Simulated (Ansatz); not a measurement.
# [GaBrH3]- (GaH₃Br−): spin-state energies by level

Is the singlet the ground state of [GaBrH3]- (GaH₃Br−)? Other spin states are computed and compared level by level.

Computed with Ansatz 0.2.0, Gaussian basis. Level: as each input shows.

Levels to be run: triplet, at the geometry of the singlet (PBE0-D4/def2-TZVPD, PBE-D4/def2-TZVPD, r2SCAN-D4/def2-TZVPD); the singlet's energies come from earlier runs.

**1. The relaxed structure**

The geometry is that of the singlet, from an earlier relaxation (r2SCAN-D4/def2-TZVPD).

5 atoms, charge -1, spin multiplicity 1.

Atoms are counted from 1 here; the program's logs count them from 0.

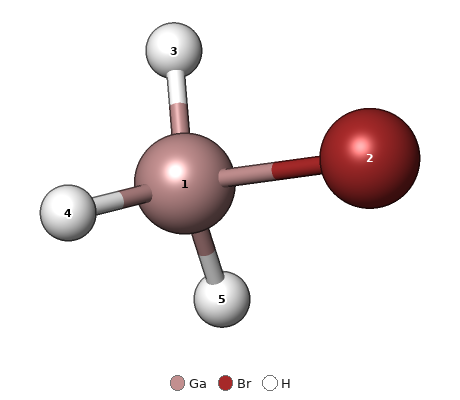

The structure; gallium pink, bromine red, hydrogen white; atoms are numbered from 1 in the order of the file.

Geometry (Å):

```xyz
5
charge -1, multiplicity 1
Ga   -0.0015    0.0024   -0.2535
Br    0.0130   -0.0209    2.2282
H     1.5387    0.0110   -0.6672
H    -0.7792    1.3396   -0.6412
H    -0.7711   -1.3321   -0.6663
```

The ion is computed in the gas phase, without counter-ions or solvent.

**2. Triplet at the fixed geometry, PBE0-D4/def2-TZVPD**

Contents of in.yaml:

```yaml
crystal:
  periodic: [false, false, false]
  atoms:
    - {symbol: Ga, position_ang: [-0.001486, 0.002376, -0.253484]}
    - {symbol: Br, position_ang: [0.013018, -0.020886, 2.228246]}
    - {symbol: H, position_ang: [1.538711, 0.010955, -0.667211]}
    - {symbol: H, position_ang: [-0.779192, 1.339633, -0.641228]}
    - {symbol: H, position_ang: [-0.771051, -1.332077, -0.666323]}
basis:
  gaussian: {orbitals: def2-TZVPD}
total_charge: -1
magnetization: {spin_polarized: true, initial_magnetization: 2}
hamiltonian: {xc: pbe0, dispersion: d4}
scf: {omitted_lower_state_checks: [starts]}
output: {orbitals: {seedname: orbitals}}
```

Run with:

```
$ ansatz run in.yaml --threads 4 --pin off --events-out ev --progress --plain --max-ram 3916MiB
```

The log of the run:

```text
Functional definition: PBE0
  name "PBE0"
  cite "Adamo & Barone, J. Chem. Phys. 110, 6158 (1999) doi:10.1063/1.478522"
  cite "Perdew, Burke & Ernzerhof, Phys. Rev. Lett. 77, 3865 (1996) doi:10.1103/PhysRevLett.77.3865"
  parent pbe
  parameter a = 0.25
  parameter kappa = 0.804
  parameter beta = 0.06672455060314922
  exchange = (1 - a)*pbe_x(kappa = kappa, mu = beta*pi^2/3) + a*exact_x
  correlation = pbe_c(beta = beta)
these checks for a lower state are left out or cut short: starts
1049 factors; their error is unknown
mean field evaluation 1: about -122449.6000 eV, gradient 3.1e1 eV
mean field evaluation 2: about -122441.5325 eV, gradient 4.9e1 eV
mean field evaluation 4: about -122454.8368 eV, gradient 7.6e0 eV
mean field evaluation 8: about -122455.2765 eV, gradient 1.3e-1 eV
mean field evaluation 16: about -122455.7643 eV, gradient 1.1e-2 eV
mean field evaluation 32: about -122455.7643 eV, gradient 3.3e-5 eV
mean field -122455.76431559 eV, -4500.1663350996 hartree, gradient 6.0e-6 eV, S^2 2.006196; 0 other end points of the search recorded, 0 dependent functions left out
reference -122455.76435445 eV, -4500.1663365278 hartree; 36, 34 occupied and 102, 104 virtual orbitals, 1049 factors
Total energy: -122455.85336000 eV, -4500.1696074214 hartree
Checks for a lower state left out: starts
```

Wall time 8.5 s (4 threads of Arm Neoverse V1, shared host); peak memory 0.74 GiB.

From the report: HOMO 1.78 eV, LUMO -2.50 eV (over both spins; with the spin held, an empty level of the minority spin lies below the top filled one); ⟨S²⟩ 2.006 (pure: 2.00). Doubts: highest occupied level lies above zero.

**3. Triplet at the fixed geometry, PBE-D4/def2-TZVPD**

start.molden holds the orbitals of an earlier run on this state, given as this run's starting guess.

Changes to in.yaml since step 2:

```diff
@@ -9,6 +9,6 @@
 basis:
-  gaussian: {orbitals: def2-TZVPD}
+  gaussian: {orbitals: def2-TZVPD, initial_orbitals: start.molden}
 total_charge: -1
 magnetization: {spin_polarized: true, initial_magnetization: 2}
-hamiltonian: {xc: pbe0, dispersion: d4}
+hamiltonian: {xc: pbe, dispersion: d4}
 scf: {omitted_lower_state_checks: [starts]}
```

Same command.

The log of the run:

```text
Functional definition: PBE
  name "PBE"
  cite "Perdew, Burke & Ernzerhof, Phys. Rev. Lett. 77, 3865 (1996) doi:10.1103/PhysRevLett.77.3865"
  parent pbe
  parameter kappa = 0.804
  parameter beta = 0.06672455060314922
  exchange = pbe_x(kappa = kappa, mu = beta*pi^2/3)
  correlation = pbe_c(beta = beta)
these checks for a lower state are left out or cut short: starts
949 factors; their error is unknown
mean field evaluation 1: about -122452.4573 eV, gradient 7.9e0 eV
mean field evaluation 2: about -122452.5761 eV, gradient 2.5e-1 eV
mean field evaluation 4: about -122452.5662 eV, gradient 9.0e-2 eV
mean field evaluation 8: about -122452.5664 eV, gradient 1.2e-5 eV
mean field evaluation 16: about -122452.5664 eV, gradient 3.2e-6 eV
mean field -122452.56636003 eV, -4500.0488124005 hartree, gradient 2.1e-6 eV, S^2 2.002576; 0 other end points of the search recorded, 0 dependent functions left out
reference -122452.56641666 eV, -4500.0488144816 hartree; 36, 34 occupied and 102, 104 virtual orbitals, 949 factors
Total energy: -122452.67150282 eV, -4500.0526763268 hartree
Checks for a lower state left out: starts
```

Run time: 4.6 s. Hardware: 4 threads of Arm Neoverse V1, shared host.

HOMO 2.11 eV, LUMO -2.86 eV (over both spins; with the spin held, an empty level of the minority spin lies below the top filled one); ⟨S²⟩ 2.003 (pure: 2.00). Doubts: highest occupied level lies above zero.

**4. Triplet at the fixed geometry, r2SCAN-D4/def2-TZVPD**

Changes to in.yaml since step 3:

```diff
@@ -12,3 +12,3 @@
 magnetization: {spin_polarized: true, initial_magnetization: 2}
-hamiltonian: {xc: pbe, dispersion: d4}
+hamiltonian: {xc: r2scan, dispersion: d4}
 scf: {omitted_lower_state_checks: [starts]}
```

The command is unchanged.

The log of the run, shortened:

```text
Functional definition: r2SCAN
  name "r2SCAN"
  cite "Furness, Kaplan, Ning, Perdew & Sun, J. Phys. Chem. Lett. 11, 8208 (2020) doi:10.1021/acs.jpclett.0c02405"
  cite "Furness, Kaplan, Ning, Perdew & Sun, J. Phys. Chem. Lett. 11, 9248 (2020) doi:10.1021/acs.jpclett.0c03077"
  parent r2scan
[...]
949 factors; their error is unknown
[...]
mean field -122470.31736064 eV, -4500.7011496408 hartree, gradient 4.6e-6 eV, S^2 2.006361; 0 other end points of the search recorded, 0 dependent functions left out
reference -122470.31739889 eV, -4500.7011510467 hartree; 36, 34 occupied and 102, 104 virtual orbitals, 949 factors
Total energy: -122470.34038574 eV, -4500.7019957976 hartree
Checks for a lower state left out: starts
```

It took 12 s on 4 threads of Arm Neoverse V1, shared host.

HOMO 2.15 eV, LUMO -2.91 eV (over both spins; with the spin held, an empty level of the minority spin lies below the top filled one); ⟨S²⟩ 2.006 (pure: 2.00). Doubts: highest occupied level lies above zero.

**5. Triplet less singlet, vertical**

The singlet's energies are those of its earlier runs, whose logs aren't repeated here.

| level | triplet less singlet, vertical (eV) | time |
| --- | --- | --- |
| PBE-D4/def2-TZVPD | +4.774 | 5.8 s |
| r2SCAN-D4/def2-TZVPD | +5.121 | 14 s |
| PBE0-D4/def2-TZVPD | +5.258 | 10 s |

Times add the two runs; a level without a time comes out of a correlated run.

**6. Summary of results**

| quantity | value |
| --- | --- |
| triplet less singlet, vertical, functionals in def2-TZVPD | +4.774 (PBE-D4) to +5.258 eV (PBE0-D4) |

What this shows: All functionals put the triplet above the singlet, over a spread of 0.484 eV. The checks for a lower triplet were left out, so another state of that spin may lie lower. These are electronic energies, without zero-point motion, entropy or surroundings.

The anion's highest level is positive in at least one run, so there the basis alone may hold the extra electron.
